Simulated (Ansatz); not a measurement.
The reference is CdO in the rock salt structure (space group Fm-3m, No. 225; a = 4.691 Å).

One thing is altered: full substitution Cd → Mg; the structure is relaxed again.

Computed with PBEsol (Ansatz, a quantum-chemistry and plane-wave program; PAW; 420 eV plane waves; spin-orbit coupling left out), earlier PAW set.

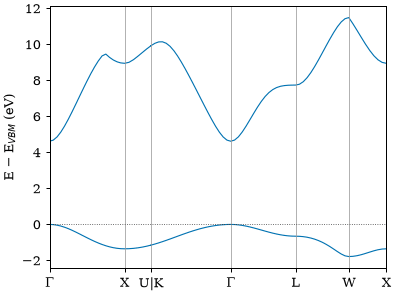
Figure. Highest valence and lowest conduction band along the path of the changed cell's own zone

### Question
From the figure, how large is the changed gap, and is it direct?

### Answer
About 4.6 eV, direct at Γ.

Stability against distortions was not tested. All final runs are without spin polarisation.
